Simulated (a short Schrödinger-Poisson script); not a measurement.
Structure: gated In0.52Al0.48As/In0.53Ga0.47As δ-doped gas in a quantum well, at 300 K.

| layer | material | thickness (nm) | Na (cm⁻³) |
|---|---|---|---|
| 1 | In0.52Al0.48As | 30 | - |
| 2 | In0.52Al0.48As | 2 | - |
| 3 | In0.53Ga0.47As | 8 | - |
| 4 | In0.52Al0.48As | 4000 | 5e15 |

Constants are typed, rounded textbook-type inputs, not results; the design itself was drawn at random and stands for no fabricated device. In0.52Al0.48As: permittivity 12.5, conduction-band edge (eV) 0.52, gap (eV) 1.45, electron mass (mₑ) 0.075, Nv at 300 K (cm⁻³) 1.1e19. In0.53Ga0.47As: permittivity 13.9, conduction-band edge (eV) 0, gap (eV) 0.74, Nv at 300 K (cm⁻³) 7.7e18.

Channel valleys (confinement mass, in-plane density-of-states mass, number): Γ 0.041, 0.041, 1. At the gate the conduction-band edge of layer 1 lies 0.65 eV − eVg above the Fermi level of the channel; the field vanishes at the back. Sheet of ionised δ-doping: +1.5e12 e/cm² at 30 nm from the gate. The barrier under the gate holds no holes. Gaps are held at their typed values at every temperature. Mesh 0.08 nm at interfaces.

From a short Schrödinger-Poisson script (our own, NumPy): 1D Poisson equation in equilibrium, electrons quantum, Hartree (BenDaniel-Duke, 40 states a valley, the channel's in-plane mass for all, wave functions free to enter the barrier), parabolic valleys, classical holes, full ionisation, no traps, pinning or gate leakage.

Only gate voltages with over 1e8 electrons/cm² are shown.

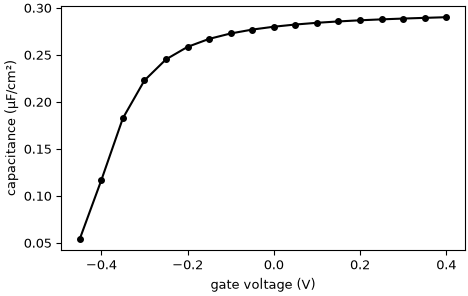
*Quasi-static capacitance against gate voltage*

```tsv
Vg (V)	electrons (cm⁻²)	in the channel layer	C (μF/cm²)	Γ E0 (meV)	Γ E1 (meV)
0.4	1.32e12	1.27e12	0.290	-75.7	127.2
0.3	1.14e12	1.10e12	0.289	-64.6	138.8
0.2	9.66e11	9.26e11	0.287	-53.2	150.7
0.1	7.89e11	7.57e11	0.284	-41.2	163.3
0	6.14e11	5.90e11	0.280	-28.4	176.7
-0.1	4.43e11	4.26e11	0.273	-14.0	191.7
-0.2	2.79e11	2.68e11	0.259	3.4	209.7
-0.3	1.30e11	1.25e11	0.223	27.7	234.6
-0.4	2.61e10	2.51e10	0.117	72.4	279.7
```

Subbands count from the Fermi level.
